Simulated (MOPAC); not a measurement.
# Excited-state calculation of BSi2PH8O (part 2 of 3)

Continued. System: BSi2PH8O. Method: INDO/S, RHF (MOPAC 23.2.5). The geometry was optimised with PM7.

Geometry of the input (Å):
```
Si -2.4529  1.3512  1.3372
O  -1.1200  0.8131  0.6537
B  0.1742  0.6068  0.3987
P  0.7338  -0.5856  -1.2254
Si 2.2032  -1.0989  -1.5827
H  -2.1570  2.2212  2.4686
H  -3.2110  2.0947  0.3388
H  -3.2250  0.2036  1.7966
H  1.0725  1.0829  1.0220
H  -0.5961  -0.9881  -1.8032
H  2.8109  -0.9352  -2.9489
H  2.7683  -2.4758  -1.3679
H  3.2075  -0.3221  -0.7693
```

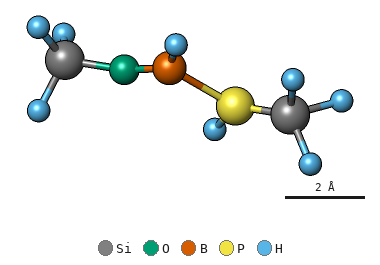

*The structure as given in the input (ball-and-stick view, seen at a tilt).*

What the program printed, continued
```
   1      0.000      0.  1  1  2.9538 0.000000 0  0 (    )->(       )
   2      5.094  41084.  1  1  8.7290 0.008650 1  1 (  15)->(  16   )
   3      5.431  43808.  1  1  9.0666 0.154315 1  1 (  15)->(  17   )
   4      5.659  45645.  1  1  4.7490 0.007634 1  1 (  15)->(  19   )
   5      5.694  45925.  1  1  2.8906 0.004035 1  1 (  14)->(  17   )
   6      5.893  47530.  1  1 11.9639 0.003629 1  1 (  15)->(  18   )
   7      6.289  50725.  1  1  3.4518 0.132037 1  1 (  15)->(  20   )
   8      7.132  57523.  1  1  1.4636 0.115236 1  1 (  14)->(  16   )
   9      7.492  60426.  1  1  2.3839 0.022954 1  1 (  14)->(  18   )
  10      7.553  60916.  1  1  5.0770 0.015112 1  1 (  15)->(  24   )
  11      7.997  64500.  1  1  7.6445 0.267673 1  1 (  15)->(  21   )
  12      8.230  66379.  1  1 11.7251 0.015324 1  1 (  14)->(  19   )
  13      8.562  69055.  1  1 10.3237 0.224766 1  1 (  12)->(  17   )
  14      8.597  69340.  1  1  3.8954 0.012350 1  1 (  13)->(  17   )
  15      8.625  69562.  1  1  9.0653 0.022543 1  1 (  12)->(  16   )
  16      8.949  72180.  1  1  5.5899 0.012695 1  1 (  12)->(  18   )
  17      9.041  72920.  1  1  4.0823 0.012156 1  1 (  13)->(  16   )
  18      9.243  74552.  1  1 18.6846 0.033604 1  1 (  15)->(  22   )
  19      9.422  75992.  1  1 20.8162 0.009730 1  1 (  15)->(  23   )
  20      9.514  76734.  1  1 13.5357 0.146967 1  1 (  14)->(  20   )
  21      9.523  76807.  1  1 14.0145 0.002919 1  1 (  15)->(  25   )
  22      9.582  77283.  1  1  7.5712 0.025892 1  1 (  13)->(  18   )
  23     10.004  80685.  1  1  6.4133 0.036820 1  1 (  13)->(  19   )
  24     10.066  81185.  1  1 11.4229 0.010176 1  1 (  14)->(  23   )
  25     10.160  81944.  1  1  8.7479 0.111301 1  1 (  14)->(  22   )
  26     10.205  82305.  1  1 19.5002 0.004014 1  1 (  12)->(  19   )
  27     10.323  83259.  1  1 12.9091 0.060364 1  1 (  14)->(  24   )
  28     10.402  83895.  1  1 17.1860 0.033770 1  1 (  14)->(  21   )
  29     10.549  85083.  1  1  4.0473 0.094775 1  1 (  14)->(  25   )
  30     10.987  88616.  1  1  4.8619 0.007411 1  1 (  11)->(  17   )
  31     11.058  89188.  1  1  1.7543 0.076446 1  1 (  12)->(  22   )
  32     11.148  89915.  1  1  4.6689 0.048703 1  1 (  11)->(  16   )
  33     11.340  91463.  1  1  3.7688 0.170944 1  1 (  12)->(  23   )
  34     11.417  92088.  1  1  5.9485 0.004143 1  1 (  10)->(  17   )
  35     11.470  92510.  1  1  8.6237 0.437937 1  1 (  13)->(  20   )
  36     11.498  92736.  1  1  5.9254 0.016149 1  1 (  10)->(  16   )
  37     11.563  93259.  1  1 11.7929 0.083607 1  1 (  13)->(  21   )
  38     11.615  93679.  1  1  5.8281 0.051044 1  1 (   9)->(  17   )
  39     11.628  93788.  1  1  3.8650 0.070793 1  1 (  12)->(  25   )
  40     11.700  94369.  1  1  8.0881 0.052648 1  1 (  11)->(  18   )
  41     11.884  95851.  1  1 20.6363 0.008499 1  1 (  12)->(  20   )
  42     12.023  96971.  1  1  6.1213 0.063918 1  1 (  11)->(  19   )
  43     12.037  97089.  1  1  9.3078 0.048040 1  1 (  10)->(  18   )
  44     12.074  97386.  1  1  5.9940 0.075526 1  1 (   9)->(  16   )
  45     12.249  98797.  1  1  7.5478 0.156855 1  1 (  13)->(  24   )
  46     12.271  98976.  1  1  5.1328 0.042063 1  1 (  10)->(  19   )
  47     12.336  99497.  1  1  6.5763 0.004136 1  1 (   7)->(  17   )
  48     12.389  99923.  1  1 16.7011 0.029780 1  1 (  13)->(  23   )
  49     12.394  99965.  1  1 14.1475 0.091255 1  1 (  13)->(  22   )
  50     12.470 100581.  1  1 20.6726 0.022339 1  1 (  12)->(  24   )
  51     12.707 102491.  1  1 14.5909 0.040618 1  1 (   8)->(  17   )
  52     12.709 102508.  1  1  9.4200 0.025912 1  1 (   9)->(  18   )
  53     12.710 102513.  1  1 13.3059 0.013771 1  1 (   8)->(  16   )
  54     12.826 103452.  1  1 24.8089 0.034385 1  1 (  12)->(  21   )
  55     12.842 103579.  1  1  4.8364 0.008910 1  1 (   9)->(  19   )
  56     12.921 104213.  1  1  9.8100 0.041600 1  1 (   8)->(  18   )
  57     12.923 104232.  1  1  7.6862 0.134989 1  1 (  11)->(  20   )
  58     12.951 104457.  1  1  9.4320 0.027594 1  1 (  13)->(  25   )
  59     13.164 106177.  1  1  5.2540 0.057319 1  1 (   7)->(  16   )
  60     13.263 106973.  1  1  6.7509 0.053128 1  1 (  10)->(  20   )
  61     13.275 107069.  1  1  3.4315 0.005669 1  1 (   6)->(  17   )
  62     13.517 109021.  1  1  1.8565 0.002002 1  1 (   7)->(  18   )
  63     13.606 109740.  1  1  7.1622 0.146873 1  1 (  11)->(  24   )
  64     13.714 110613.  1  1 11.1615 0.088236 1  1 (  11)->(  21   )
  65     13.797 111281.  1  1  6.1295 0.041456 1  1 (  10)->(  24   )
  66     14.055 113358.  1  1  9.9810 0.133282 1  1 (  10)->(  21   )
  67     14.157 114188.  1  1  6.8874 0.105864 1  1 (   9)->(  20   )
  68     14.394 116097.  1  1  2.3468 0.028941 1  1 (   6)->(  16   )
  69     14.430 116384.  1  1  5.8821 0.019084 1  1 (   9)->(  24   )
  70     14.434 116419.  1  1 23.7659 0.008083 1  1 (   8)->(  19   )
  71     14.468 116693.  1  1  3.8461 0.164724 1  1 (   8)->(  22   )
  72     14.491 116878.  1  1  9.8852 0.137482 1  1 (   9)->(  21   )
  73     14.522 117130.  1  1 17.1706 0.079675 1  1 (  11)->(  23   )
  74     14.548 117341.  1  1 15.6777 0.032126 1  1 (   7)->(  19   )
  75     14.568 117499.  1  1 14.7567 0.024032 1  1 (  11)->(  22   )
  76     14.863 119875.  1  1 18.3742 0.074854 1  1 (  10)->(  23   )
  77     14.953 120605.  1  1 15.9729 0.130434 1  1 (  10)->(  22   )
  78     14.954 120616.  1  1  1.8927 0.002045 1  1 (   6)->(  18   )
  79     15.050 121387.  1  1 10.0420 0.018902 1  1 (  11)->(  25   )
  80     15.089 121698.  1  1  0.9769 0.228973 1  1 (   8)->(  23   )
  81     15.419 124364.  1  1 11.2730 0.006931 1  1 (  10)->(  25   )
  82     15.430 124453.  1  1  8.1021 0.005771 1  1 (   8)->(  25   )
  83     15.587 125718.  1  1 16.0550 0.066061 1  1 (   9)->(  22   )
  84     15.628 126049.  1  1 18.5180 0.018307 1  1 (   9)->(  23   )
  85     15.633 126089.  1  1 12.5288 0.034823 1  1 (   6)->(  19   )
  86     15.685 126510.  1  1  7.4843 0.105047 1  1 (   7)->(  23   )
  87     15.959 128717.  1  1 17.0559 0.005360 1  1 (   7)->(  20   )
  88     16.013 129157.  1  1 24.6195 0.000545 1  1 (   8)->(  20   )
  89     16.090 129774.  1  1  4.9021 0.078909 1  1 (   7)->(  22   )
  90     16.126 130065.  1  1 11.3488 0.146401 1  1 (   9)->(  25   )
  91     16.459 132750.  1  1  0.6702 0.045797 1  1 (   7)->(  25   )
  92     16.579 133722.  1  1 24.9252 0.025481 1  1 (   8)->(  24   )
  93     16.682 134553.  1  1 21.0435 0.037012 1  1 (   7)->(  21   )
  94     16.711 134782.  1  1 16.8523 0.045917 1  1 (   7)->(  24   )
  95     16.845 135862.  1  1 28.9944 0.014105 1  1 (   8)->(  21   )
  96     17.164 138435.  1  1 14.4072 0.069338 1  1 (   6)->(  20   )
  97     17.316 139664.  1  1 10.6918 0.045465 1  1 (   6)->(  23   )
  98     17.320 139692.  1  1  7.9347 0.052937 1  1 (   6)->(  22   )
  99     17.642 142294.  1  1 13.7265 0.112809 1  1 (   6)->(  24   )
 100     17.818 143711.  1  1 18.0312 0.046200 1  1 (   6)->(  21   )

 Depression of ground-state after CI=          0. cm**-1 Energy= -2412.8791901 eV
 Dipole moment= -2.354243  0.678719  1.649868 tot=  2.953842 Debyes

  CI trans.  energy frequency wavelength oscillator--------- polarization---------  dipole  ------ components-----
 st.  symm.    eV      cm - 1       nm      strength       x          y         z       moment     x       y       z

   2      4.0985939    33057.    302.50  0.028870  -0.014726  -0.831884   0.554754  1.300116  -1.269  -0.237  -0.153
   3      5.2319881    42199.    236.97  0.073948   0.524292  -0.469337  -0.710521  5.402687   0.031  -3.649  -3.984
   4      5.4383644    43863.    227.98  0.025295  -0.517924   0.551373   0.654020  3.605069  -3.370  -0.063  -1.278
   5      5.4862682    44250.    225.99  0.002996   0.757942  -0.404253  -0.511960  4.266571  -3.272  -2.171  -1.669
   6      6.1616817    49697.    201.22  0.081409  -0.128617   0.704209  -0.698246  4.703256  -2.853   2.258   2.980
   7      6.6503111    53639.    186.43  0.006846  -0.536133   0.838293   0.099126 17.851759  12.633  -8.146  -9.630
   8      6.8552696    55292.    180.86  0.118679  -0.511438   0.520550   0.683709  0.587542   0.348  -0.442  -0.169
   9      7.1567380    57723.    173.24  0.075690   0.588186  -0.548654  -0.594151  0.968768  -0.410   0.266   0.836
  10      7.4536034    60118.    166.34  0.009014   0.007307   0.081425  -0.996653  7.932236  -7.917   0.237   0.440
  11      7.6925472    62045.    161.17  0.131124  -0.733745   0.589799   0.337278  9.988758  -7.988   4.116   4.361
  12      8.0638080    65039.    153.75  0.108403  -0.677277   0.606347   0.416700 10.028144  -7.946   4.018   4.613
  13      8.2315662    66392.    150.62  0.008372  -0.555487   0.710493  -0.432011  1.624556  -1.580  -0.376  -0.007
  14      8.3568888    67403.    148.36  0.217093  -0.982682   0.137741   0.123947  8.321133  -7.636   1.309   3.037
  15      8.4049163    67790.    147.51  0.015314   0.668045   0.385725  -0.636343  3.399323  -0.197  -1.992  -2.748
  16      8.5773701    69181.    144.55  0.003182   0.658410   0.190716  -0.728096  6.193751  -5.758   0.792   2.140
  17      8.9807054    72434.    138.06  0.004895  -0.967931  -0.191128   0.163033  3.361305  -2.014   1.416   2.288
  18      9.2634457    74715.    133.84  0.053030   0.760187   0.248044   0.600491  6.124762  -2.380   3.452   4.464
  19      9.3372246    75310.    132.78  0.005663   0.310925   0.100478   0.945108 18.736793  12.961  -9.595  -9.541
  20      9.3780538    75639.    132.21  0.009635   0.855572   0.488011  -0.172747 18.961879  14.146  -7.136 -10.417

 Polarizability (au  ) xx=   17.54 xy=   -9.35 yy=   13.26 xz=   -8.38 yz=    3.70 zz=   13.78
 Polarizability (A**3) xx=    2.60 xy=   -1.39 yy=    1.96 xz=   -1.24 yz=    0.55 zz=    2.04

 Major CI contributions to CI states

State    1  0.0000     CI coeff  CI percent
    Config       1   1.00000000  1.00000000
 Total coeff printed             1.00000000

State    2  4.0986     CI coeff  CI percent
    Config       2   0.76827489  0.59024631
    Config       3   0.08264444  0.00683010
    Config       6  -0.55640469  0.30958618
    Config       7   0.26338868  0.06937360
    Config      10   0.10403403  0.01082308
    Config      32   0.04833775  0.00233654
    Config      36  -0.05022770  0.00252282
 Total coeff printed             0.99171863

State    3  5.2320     CI coeff  CI percent
    Config       2   0.05657740  0.00320100
    Config       3  -0.85128109  0.72467950
    Config       5   0.46693391  0.21802727
    Config       6  -0.05360317  0.00287330
    Config       8   0.11442005  0.01309195
    Config       9  -0.05243502  0.00274943
    Config      12  -0.08637683  0.00746096
    Config      13   0.05474104  0.00299658
    Config      14   0.10243108  0.01049213
    Config      34   0.07294996  0.00532170
 Total coeff printed             0.99089382

State    4  5.4384     CI coeff  CI percent
    Config       2  -0.12235337  0.01497035
    Config       3   0.38664364  0.14949331
    Config       4   0.46897398  0.21993660
    Config       5   0.73259583  0.53669665
    Config       6  -0.07112774  0.00505916
    Config       7   0.10420952  0.01085962
    Config       8  -0.08081771  0.00653150
    Config       9   0.08948267  0.00800715
    Config      14   0.17315230  0.02998172
    Config      21   0.05084269  0.00258498
    Config      24   0.04140584  0.00171444
    Config      38   0.06700245  0.00448933
    Config      47   0.05346725  0.00285875
 Total coeff printed             0.99318355

State    5  5.4863     CI coeff  CI percent
    Config       2  -0.17623804  0.03105985
    Config       3  -0.26240003  0.06885378
    Config       4   0.80284718  0.64456359
    Config       5  -0.40701463  0.16566091
    Config       6  -0.17385753  0.03022644
    Config       7   0.15850451  0.02512368
    Config       8   0.06342877  0.00402321
    Config       9  -0.05695913  0.00324434
    Config      14  -0.10087162  0.01017508
    Config      21   0.08019700  0.00643156
    Config      38  -0.04059049  0.00164759
 Total coeff printed             0.99101002

State    6  6.1617     CI coeff  CI percent
    Config       2   0.28908293  0.08356894
    Config       4   0.25570296  0.06538400
    Config       6  -0.06012401  0.00361490
    Config       7  -0.85541036  0.73172689
    Config      10  -0.26091150  0.06807481
    Config      11   0.09956491  0.00991317
    Config      21  -0.14778736  0.02184110
    Config      57  -0.06322973  0.00399800
    Config      60   0.06832332  0.00466808
 Total coeff printed             0.99278989

State    7  6.6503     CI coeff  CI percent
    Config       2  -0.49465498  0.24468355
    Config       3   0.04797234  0.00230135
    Config       4  -0.22299496  0.04972675
    Config       6  -0.75530613  0.57048734
    Config       7  -0.16990733  0.02886850
    Config       8   0.22142214  0.04902776
    Config       9   0.11293249  0.01275375
    Config      15   0.10181421  0.01036613
    Config      16   0.12028348  0.01446812
    Config      17   0.04396561  0.00193297
    Config      21  -0.09166715  0.00840287
 Total coeff printed             0.99301909

State    8  6.8553     CI coeff  CI percent
    Config       2   0.11318339  0.01281048
    Config       3   0.11139964  0.01240988
    Config       4   0.05582189  0.00311608
    Config       6   0.21993677  0.04837218
    Config       8   0.87658673  0.76840430
    Config       9   0.14647040  0.02145358
    Config      11  -0.07658018  0.00586452
    Config      12  -0.15980369  0.02553722
    Config      13  -0.11749488  0.01380505
    Config      17   0.21447699  0.04600038
    Config      22   0.11434316  0.01307436
    Config      23  -0.06962063  0.00484703
    Config      29   0.06552453  0.00429346
    Config      59   0.06783817  0.00460202
 Total coeff printed             0.98459055

State    9  7.1567     CI coeff  CI percent
    Config       2   0.06471751  0.00418836
    Config       3  -0.12262681  0.01503734
    Config       5  -0.05881032  0.00345865
    Config       6   0.04058530  0.00164717
    Config       7   0.05569463  0.00310189
    Config       8  -0.12017449  0.01444191
    Config       9   0.88001891  0.77443328
    Config      10  -0.09505815  0.00903605
    Config      11   0.09264544  0.00858318
    Config      12   0.26354748  0.06945727
    Config      13   0.04351777  0.00189380
    Config      17   0.07843160  0.00615152
    Config      22   0.21483948  0.04615600
    Config      23   0.14150231  0.02002290
    Config      45   0.04010806  0.00160866
    Config      62   0.06472905  0.00418985
    Config      74   0.05724913  0.00327746
 Total coeff printed             0.98668528

State   10  7.4536     CI coeff  CI percent
    Config       7  -0.31374881  0.09843832
    Config       8  -0.04510746  0.00203468
    Config       9   0.08744993  0.00764749
    Config      10   0.88760065  0.78783491
    Config      11  -0.18578021  0.03451429
    Config      12   0.06896992  0.00475685
    Config      18  -0.16995254  0.02888387
    Config      21   0.13160940  0.01732103
    Config      22   0.04779005  0.00228389
    Config      46  -0.05374353  0.00288837
 Total coeff printed             0.98660369

State   11  7.6925     CI coeff  CI percent
    Config       5  -0.04074389  0.00166006
    Config       7  -0.04432347  0.00196457
    Config       8  -0.18802045  0.03535169
    Config       9   0.18600740  0.03459875
    Config      10  -0.10991854  0.01208209
    Config      11  -0.75188324  0.56532841
    Config      12  -0.45980085  0.21141682
    Config      17   0.15273991  0.02332948
    Config      18   0.22085514  0.04877699
    Config      19  -0.08865000  0.00785882
    Config      22  -0.14544137  0.02115319
    Config      23   0.08729279  0.00762003
    Config      27  -0.08681196  0.00753632
    Config      35  -0.05692399  0.00324034
    Config      44   0.04155871  0.00172713
    Config      52  -0.04044641  0.00163591
    Config      55   0.04428085  0.00196079
 Total coeff printed             0.98724140

State   12  8.0638     CI coeff  CI percent
    Config       5   0.04686582  0.00219641
    Config       8   0.15764800  0.02485289
    Config       9  -0.16414179  0.02694253
    Config      10  -0.12822745  0.01644228
    Config      11  -0.52291993  0.27344526
    Config      12   0.64582883  0.41709488
    Config      13   0.04151152  0.00172321
    Config      14  -0.06335327  0.00401364
    Config      15  -0.05440300  0.00295969
    Config      17  -0.29832778  0.08899947
    Config      18   0.16837764  0.02835103
    Config      19  -0.06925579  0.00479636
    Config      20   0.14720751  0.02167005
    Config      22   0.24155359  0.05834814
    Config      27   0.08883670  0.00789196
    Config      28  -0.05248287  0.00275445
 Total coeff printed             0.98248222
```
